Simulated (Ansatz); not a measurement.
```xyz
6

Sn    0.0004    0.0000   -0.0701
H     0.0002    0.0000    1.6755
H     1.6388    0.0000   -0.6454
H    -0.8188    1.4190   -0.6458
H    -0.8188   -1.4190   -0.6458
H    -0.0001    0.0000    3.5334
```

Core potentials replace the inner electrons of Sn.

These are results of UKS BLYP/def2-SVP (Ansatz), not measurements.

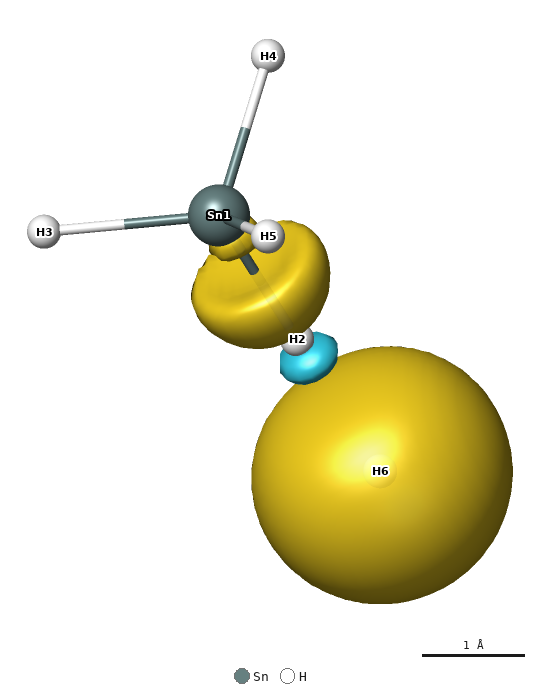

H4Sn···H (doublet). Isosurfaces of the spin density (α minus β) at +0.015 (yellow) and −0.015 e/Å³ (cyan), seen at an oblique angle.

Describe the spin distribution.

Answer. The unpaired spin (1 electron) lies mostly on H6 (about 0.9) and Sn1 (about 0.1), in electrons by Hirshfeld's partition.
